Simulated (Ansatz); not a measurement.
# Σ3 (111) boundary in fcc Al, starting shift (0, 0.5): structure and resistance

Aim: the relaxed structure and the specific resistance of the Σ3 (111) boundary in fcc Al, starting shift (0, 0.5).

Program: Ansatz 0.2.0. Level of theory: Ansatz plane-wave DFT, PBE, PAW files; relaxation of a bicrystal slab with its lowest layers held; PAW set soft_1, in the first sound run; inputs show where later runs differ. Results are calculated unless marked as measured.

### 1. Set-up

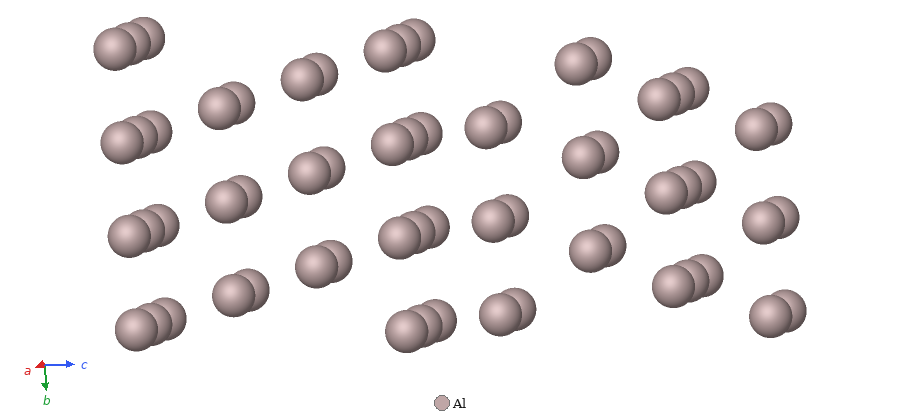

The cell as given, from the side, with the c axis across the page (aluminium light grey). 2×3×1 cells are drawn. Some periodic images of atoms are drawn too.

The cell holds 8 atoms: 8 Al. Cell: a = 2.862 Å, b = 2.862 Å, c = 27.360 Å, α = 90.0°, β = 90.0°, γ = 120.0°. It derives from Al. built on the (1 1 1) plane; 1 overlapping atoms removed and the grains opened by 0 Å. Vacuum lies along c.

### 2. Relaxing the bicrystal

The boundary is built by mirroring the lower grain in the boundary plane and removing any atoms that overlap. A thin bicrystal slab is relaxed first, with the lowest layers held and the upper grain free to shift and open.

Input file input.yaml:

```yaml
crystal:
  lattice:
    - [2.862347037, 0.0, 0.0]
    - [-1.4311735185, 2.4788652485, 0.0]
    - [0.0, 0.0, 27.3596759844]
  atoms:
    - { symbol: Al, position: [0.0, 0.0, 0.1827507023] }
    - { symbol: Al, position: [0.3333333333, 0.6666666667, 0.2681719101] }
    - { symbol: Al, position: [0.6666666667, 0.3333333333, 0.353593118] }
    - { symbol: Al, position: [0.0, 0.0, 0.4390143258] }
    - { symbol: Al, position: [0.6666666667, 0.8333333333, 0.5244355337] }
    - { symbol: Al, position: [0.3333333333, 0.1666666667, 0.6098567416] }
    - { symbol: Al, position: [0.0, 0.5, 0.6952779494] }
    - { symbol: Al, position: [0.6666666667, 0.8333333334, 0.7806991573] }
kpoints:
  mp_grid: { grid: [9, 9, 1] }
hamiltonian:
  xc: pbe
  pseudopotentials: { kind: paw, azcp: { folder: soft_1 } }
scf:
  occupations: { method: fermi_dirac, width: 0.1 }
relax:
  f_tol: 0.03
  max_steps: 80
  constraints: [{ sites: [0, 1] }]
```

Started as:

```
ansatz run input.yaml --threads 4 --pin off --max-ram 15360MiB --backend cpu --events-out ev --progress --plain --runs-dir out
```

Numbers of over 12 decimals in the logs are rounded to 6 here.

Output:

```text
Engine: ansatz 0.2.0, aarch64-unknown-linux-gnu
Pseudopotentials: kind: paw
Pseudopotential: Al, paw, valence charge 3, recommended cutoff 420 eV (normal), soft_1/Al.paw.azcp
Functional definition: PBE
  parameter kappa = 0.804
  parameter beta = 0.066725
  exchange = pbe_x(kappa = kappa, mu = beta*pi^2/3)
  correlation = pbe_c(beta = beta)
Crystal: 8 atoms, lattice volume = 194.127 Å³
Basis set: ecut = 420 eV, 3823 PW (Γ), exchange–correlation on 40×40×384 points (8 copies of the dense FFT grid, shifted against one another)
Bands: 20, of which v1, the nominal top of the filled ones, is band 12 counted from 1 (11 counted from 0)
Symmetry: 2 space group operations
Space group: Cm (ITA 8), of the structure as read, at distance tolerance 5.8e-5 Å
k-points: 25 of 81 (time reversal used)
Non-local potential: Al, projectors of the file, l = 0: 2, l = 1: 2, l = 2: 1
PAW form: soft (Blöchl's): semilocal exchange-correlation on the pseudo side does not see the compensation charge
PAW one-centre angular grid: Al, 110 points (default); XC on 64 Gauss nodes
Initial density: superposition of atomic densities (neutral atoms: chi_scale 0, normalization atom)
Initial wavefunctions: pseudopotential atomic-orbital guess
Functional: x = pbe(κ = 0.804, μ = 0.219515), c = pbe(β = 0.066725)
SCF iter   1: F=—  HF=-4299.866367 eV  |F-HF|=—  |Δ(HF+E_count)|=         —  Δρ=2.15e-2  dr2=1.24e1  ethr=3.10e-3  ⟨swp⟩=9.4  Hψ=3582  notcnv=0  defer=2
preconditioner: auto → LDOS  [metal: Δε(μ)=0.027 eV  Ē_g=7.045 eV  σ=0.100 eV  W_gap=0.07  n_scr=16 (ndim 8)  ℏωp=13.1 eV  f_vac=0.220  D(μ)=4.01/eV (n_scr^D=16)  β→1.0]
SCF iter   2: F=—  HF=-4299.060272 eV  |F-HF|=—  |Δ(HF+E_count)|=   8.06e-1  Δρ=7.46e-3  dr2=3.23e-1  ethr=3.10e-3  ⟨swp⟩=4.0  Hψ=1208  notcnv=0  defer=25
SCF iter   3: F=—  HF=-4299.055651 eV  |F-HF|=—  |Δ(HF+E_count)|=   4.62e-3  Δρ=2.04e-3  dr2=5.17e-2  ethr=1.34e-3  ⟨swp⟩=3.4  Hψ=926  notcnv=0  defer=25
SCF iter   4: F=—  HF=-4299.048884 eV  |F-HF|=—  |Δ(HF+E_count)|=   6.77e-3  Δρ=3.83e-4  dr2=6.06e-4  ethr=2.15e-4  ⟨swp⟩=2.6  Hψ=839  notcnv=0  defer=25
SCF iter   5: F=—  HF=-4299.049019 eV  |F-HF|=—  |Δ(HF+E_count)|=   1.35e-4  Δρ=9.91e-5  dr2=6.46e-5  ethr=2.53e-6  ⟨swp⟩=2.2  Hψ=852  notcnv=0  defer=25
SCF iter   6: F=-4299.049022 eV  HF=-4299.049025 eV  |F-HF|=3.18e-6  |Δ(HF+E_count)|=   5.77e-6  Δρ=1.52e-5  dr2=3.86e-6  ethr=9.38e-8  ⟨swp⟩=5.0  Hψ=1726  notcnv=0
SCF 1 converged in 6 iterations: F = -4299.049022 eV  dr2 = 3.86e-6
  greatest PAW one-centre occupation: 0.464 electrons in one spin orbital (limit 2), on the Al atom at site 7 (counted from 0), in its partial waves of l = 0
relax step   1: F+E_penalty+E_count = -4299.04902177 eV  Δ(F+E_penalty+E_count) = +0.000e0 eV  max|allowed force component| = 9.564e-1 eV/Å  Δτ_max = 0.0000 Å  (6 SCF iters, dr2 threshold 2.25e-5 eV, accepted)
Initial density: handed on by an earlier stage of this run
Initial wavefunctions: those handed on with the density
iter 1 solved again at ethr=8.86e-4 eV; its pass at ethr=3.10e-3 eV (dr2=2.13e-1 eV) is discarded
SCF iter   1: F=—  HF=-4299.201672 eV  |F-HF|=—  |Δ(HF+E_count)|=         —  Δρ=3.52e-3  dr2=1.58e-1  ethr=8.86e-4  ⟨swp⟩=1.1  Hψ=2780  notcnv=0  defer=15
eigensolver tolerance schedule: the retry pair's looser diagonalisation over-reported the residual by 0.35 of it (diagonalisation noise at 0.16 of the residual, at the tolerance the schedule requests for it); recorded, not acted on — ethr = c·dr2/N_el stays at c = 1.0e-1
preconditioner: auto → LDOS  [metal: Δε(μ)=0.142 eV  Ē_g=6.862 eV  σ=0.100 eV  W_gap=0.31  n_scr=16 (ndim 8)  ℏωp=13.1 eV  f_vac=0.232  D(μ)=3.23/eV (n_scr^D=14)  β→1.0]
SCF iter   2: F=—  HF=-4299.190820 eV  |F-HF|=—  |Δ(HF+E_count)|=   1.09e-2  Δρ=1.36e-3  dr2=1.86e-2  ethr=6.58e-4  ⟨swp⟩=2.4  Hψ=696  notcnv=0  defer=15
SCF iter   3: F=—  HF=-4299.188433 eV  |F-HF|=—  |Δ(HF+E_count)|=   2.39e-3  Δρ=2.99e-4  dr2=8.18e-4  ethr=7.75e-5  ⟨swp⟩=2.4  Hψ=758  notcnv=0  defer=18
SCF iter   4: F=—  HF=-4299.188276 eV  |F-HF|=—  |Δ(HF+E_count)|=   1.58e-4  Δρ=6.14e-5  dr2=1.25e-5  ethr=3.41e-6  ⟨swp⟩=2.3  Hψ=769  notcnv=0  defer=18
SCF iter   5: F=-4299.188279 eV  HF=-4299.188279 eV  |F-HF|=4.40e-7  |Δ(HF+E_count)|=   3.71e-6  Δρ=1.33e-5  dr2=8.70e-7  ethr=5.21e-8  ⟨swp⟩=4.2  Hψ=1517  notcnv=0
SCF 2 converged in 5 iterations: F = -4299.188279 eV  dr2 = 8.70e-7
  greatest PAW one-centre occupation: 0.465 electrons in one spin orbital (limit 2), on the Al atom at site 7 (counted from 0), in its partial waves of l = 0
relax step   2: F+E_penalty+E_count = -4299.18827878 eV  Δ(F+E_penalty+E_count) = -1.393e-1 eV  max|allowed force component| = 2.222e-1 eV/Å  Δτ_max = 0.1624 Å  (5 SCF iters, dr2 threshold 5.72e-5 eV, accepted)
iter 1 solved again at ethr=2.70e-4 eV; its pass at ethr=3.10e-3 eV (dr2=6.48e-2 eV) is discarded
SCF iter   1: F=—  HF=-4299.244756 eV  |F-HF|=—  |Δ(HF+E_count)|=         —  Δρ=3.04e-3  dr2=4.06e-2  ethr=2.70e-4  ⟨swp⟩=1.6  Hψ=2763  notcnv=0  defer=18
preconditioner: auto → LDOS  [metal: Δε(μ)=0.149 eV  Ē_g=6.865 eV  σ=0.100 eV  W_gap=0.33  n_scr=16 (ndim 8)  ℏωp=13.1 eV  f_vac=0.233  D(μ)=3.35/eV (n_scr^D=14)  β→1.0]
SCF iter   2: F=—  HF=-4299.241166 eV  |F-HF|=—  |Δ(HF+E_count)|=   3.59e-3  Δρ=4.13e-4  dr2=1.54e-3  ethr=1.69e-4  ⟨swp⟩=1.4  Hψ=528  notcnv=0  defer=18
SCF iter   3: F=—  HF=-4299.241187 eV  |F-HF|=—  |Δ(HF+E_count)|=   2.02e-5  Δρ=8.98e-5  dr2=4.62e-5  ethr=6.40e-6  ⟨swp⟩=2.2  Hψ=762  notcnv=0  defer=18
SCF iter   4: F=—  HF=-4299.241188 eV  |F-HF|=—  |Δ(HF+E_count)|=   1.41e-6  Δρ=2.41e-5  dr2=4.07e-6  ethr=1.29e-8  ⟨swp⟩=5.4  Hψ=1877  notcnv=0
SCF iter   5: F=-4299.241188 eV  HF=-4299.241188 eV  |F-HF|=9.03e-8  |Δ(HF+E_count)|=   2.53e-7  Δρ=5.58e-6  dr2=2.38e-7  ethr=1.29e-8  ⟨swp⟩=4.2  Hψ=1492  notcnv=0
SCF 3 converged in 5 iterations: F = -4299.241188 eV  dr2 = 2.38e-7
relax step   3: F+E_penalty+E_count = -4299.24118770 eV  Δ(F+E_penalty+E_count) = -5.291e-2 eV  max|allowed force component| = 3.982e-2 eV/Å  Δτ_max = 0.1962 Å  (5 SCF iters, dr2 threshold 3.08e-6 eV, accepted)
[...]
relax step   4: F+E_penalty+E_count = -4299.25304164 eV  Δ(F+E_penalty+E_count) = -1.185e-2 eV  max|allowed force component| = 5.088e-2 eV/Å  Δτ_max = 0.1762 Å  (6 SCF iters, accepted)
[...]
relax step   5: F+E_penalty+E_count = -4299.26189125 eV  Δ(F+E_penalty+E_count) = -8.850e-3 eV  max|allowed force component| = 2.695e-2 eV/Å  Δτ_max = 0.1979 Å  (7 SCF iters, accepted)
[...]
relax step   6: F+E_penalty+E_count = -4299.26698817 eV  Δ(F+E_penalty+E_count) = -5.097e-3 eV  max|allowed force component| = 2.291e-2 eV/Å  Δτ_max = 0.1950 Å  (6 SCF iters, accepted)
SCF iter   1: F=—  HF=-4299.277920 eV  |F-HF|=—  |Δ(HF+E_count)|=         —  Δρ=4.06e-3  dr2=4.24e-2  ethr=2.00e-3  ⟨swp⟩=4.3  Hψ=2130  notcnv=0  defer=19
preconditioner: auto → LDOS  [metal: Δε(μ)=0.066 eV  Ē_g=6.869 eV  σ=0.100 eV  W_gap=0.16  n_scr=16 (ndim 8)  ℏωp=13.1 eV  f_vac=0.233  D(μ)=3.49/eV (n_scr^D=14)  β→1.0]
SCF iter   2: F=—  HF=-4299.268736 eV  |F-HF|=—  |Δ(HF+E_count)|=   9.18e-3  Δρ=5.70e-4  dr2=5.46e-3  ethr=1.77e-4  ⟨swp⟩=2.0  Hψ=835  notcnv=0  defer=20
SCF iter   3: F=—  HF=-4299.268862 eV  |F-HF|=—  |Δ(HF+E_count)|=   1.25e-4  Δρ=1.14e-4  dr2=5.09e-5  ethr=2.27e-5  ⟨swp⟩=1.6  Hψ=568  notcnv=0  defer=20
SCF iter   4: F=—  HF=-4299.268907 eV  |F-HF|=—  |Δ(HF+E_count)|=   4.55e-5  Δρ=2.08e-5  dr2=1.87e-6  ethr=2.12e-7  ⟨swp⟩=2.3  Hψ=836  notcnv=0  defer=20
SCF iter   5: F=—  HF=-4299.268908 eV  |F-HF|=—  |Δ(HF+E_count)|=   3.24e-7  Δρ=7.56e-6  dr2=4.82e-7  ethr=4.17e-10  ⟨swp⟩=6.0  Hψ=2031  notcnv=0
SCF iter   6: F=-4299.268908 eV  HF=-4299.268908 eV  |F-HF|=9.04e-10  |Δ(HF+E_count)|=   3.19e-8  Δρ=1.24e-6  dr2=6.44e-9  ethr=4.17e-10  ⟨swp⟩=3.3  Hψ=1936  notcnv=0
SCF 7 converged in 6 iterations: F = -4299.268908 eV  dr2 = 6.44e-9
relax step   7: F+E_penalty+E_count = -4299.26890763 eV  Δ(F+E_penalty+E_count) = -1.919e-3 eV  max|allowed force component| = 6.896e-3 eV/Å  Δτ_max = 0.1947 Å  (6 SCF iters, accepted)
SCF converged after 6 iterations
Free energy (F): -4299.268908 eV
Harris-Foulkes:  -4299.268908 eV  (|F-HF|=9.04e-10)
Internal energy: -4299.152812 eV  (E = F + TS)
E sigma→0 (E₀):  -4299.210860 eV
Entropy (-TS):   -0.116096 eV (-14.512 meV/atom)
Fermi energy:    4.139551 eV
--- Per-component energies (eV) ---
  E_band       = -2.999290
  E_kinetic    = 175.503455
  E_local      = -3244.172865  (includes V_loc(G=0)·N_el)
  E_nonlocal   = 80.011737
  E_hartree    = 1621.583624
  E_xc         = -298.798928
  E_vxc        = -229.732786  (∫ρ·V_xc dr)
  E_paw        = -3755.001182  (= ΣΔE_a)
  E_vpaw       = -27.777480  (= ΣTr[D̂ρ^β])
  E_aug_tail   = -0.000016  (compensation charges beyond the density's cutoff)
  E_ewald      = 1121.721364
  E_smearing   = -0.116096  (= −TS)
  E_closure    = -0.000000  (closes the sum)
  Σ components = -4299.268908   (vs F -4299.268908, Δ=0.00e0)
--- Forces (eV/Å), atoms counted from 1 ---
  atom   1  Al     0.00003512     0.00002028    -0.08120076
  atom   2  Al     0.00179576     0.00103678     0.08245735
  atom   3  Al     0.00063787     0.00036828    -0.00689609
  atom   4  Al    -0.00132486    -0.00076491     0.00466482
  atom   5  Al    -0.00186517    -0.00107686    -0.00209079
  atom   6  Al     0.00161376     0.00093170     0.00494875
  atom   7  Al    -0.00164145    -0.00094769    -0.00537385
  atom   8  Al     0.00074278     0.00042884     0.00349203
  max |Σ_I F_I| component: 6.19e-6 eV/Å
--- Relaxed structure (7 steps of the walk, 7 accepted, 0 SCFs on fresh bases) ---
  F+E_penalty+E_count = -4299.26890763 eV   max|allowed force component| = 6.896e-3 eV/Å
  atoms:
    - { symbol: Al, position: [0.0, 0.0, 0.182751] }
    - { symbol: Al, position: [0.333333, 0.666667, 0.2681719101] }
    - { symbol: Al, position: [0.668293, 0.334147, 0.353499] }
    - { symbol: Al, position: [0.00356887, 0.00178444, 0.438437] }
    - { symbol: Al, position: [0.338010, 0.669005, 0.524820] }
    - { symbol: Al, position: [0.00392111, 0.00196056, 0.610673] }
    - { symbol: Al, position: [-0.328460, 0.335770, 0.696323] }
    - { symbol: Al, position: [0.337230, 0.668615, 0.783335] }
```

Wall time 11 s (4 threads of Arm Neoverse V1, shared host); peak memory 0.46 GiB.

The steps of the relaxation:

```tsv
step	energy less that of the first step (eV)	largest force component (eV/Å)
1	0.0000	0.9564
2	-0.1393	0.2222
3	-0.1922	0.0398
4	-0.2040	0.0509
5	-0.2129	0.0269
6	-0.2180	0.0229
7	-0.2199	0.0069
```

Forces are held to the 2 operations that the run works with; a distortion that breaks them can't arise in this run.

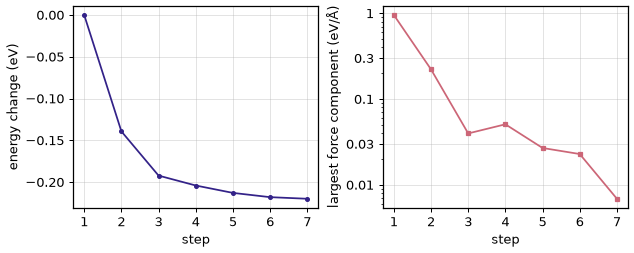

Energy and largest force along the relaxation.

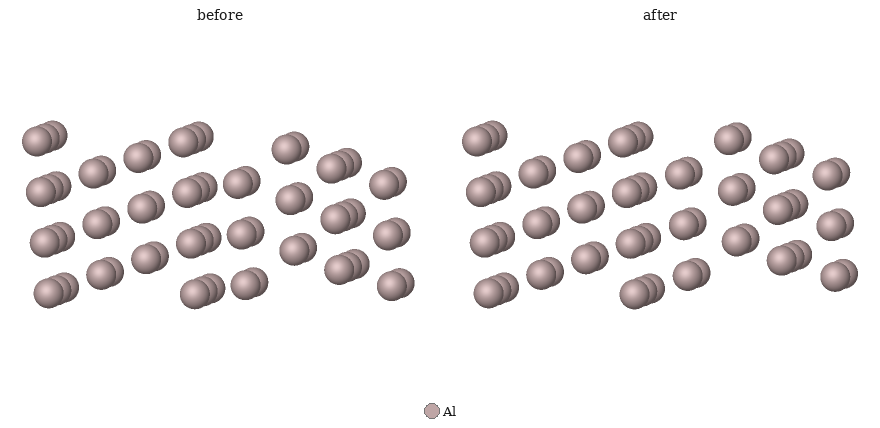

Before and after, at one scale.

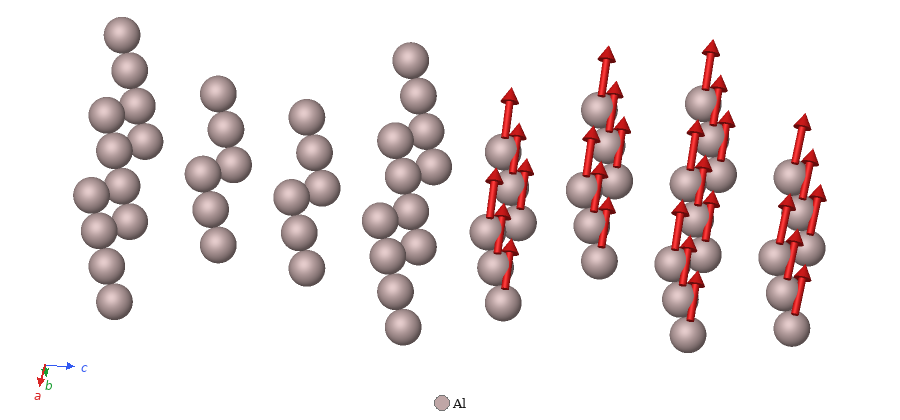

Displacements in the relaxation, exaggerated; the longest in the cell stands for 0.82 Å. 2×3×1 cells are drawn. Some periodic images of atoms are drawn too.

The atoms that moved most (Å):

```tsv
atom	dx	dy	dz	length
Al8	-0.707	-0.408	0.072	0.820
Al6	-0.707	-0.408	0.022	0.817
Al5	-0.706	-0.407	0.011	0.815
Al7	-0.705	-0.407	0.029	0.815
Al4	0.008	0.004	-0.016	0.018
```

This step gave:

| Property | Result |
| --- | --- |
| free energy | -4299.2689 eV |
| energy at zero smearing | -4299.2109 eV |
| Fermi energy | 4.140 eV |

The largest force component on a free atom ends at 0.0069 eV/Å, under the tolerance of 0.03, after 7 steps.

(Part 1 of 2 ends here.)

[Logs are printed without paths, hosts, clocks, repeated set-up lines and the standing remarks that a program may print on its own settings, such as how far it seeks lower states.]

[Hosts, paths, dates, database ids (printed as entryN), source tags and the programs' standing remarks are cut or masked in the printed files.]
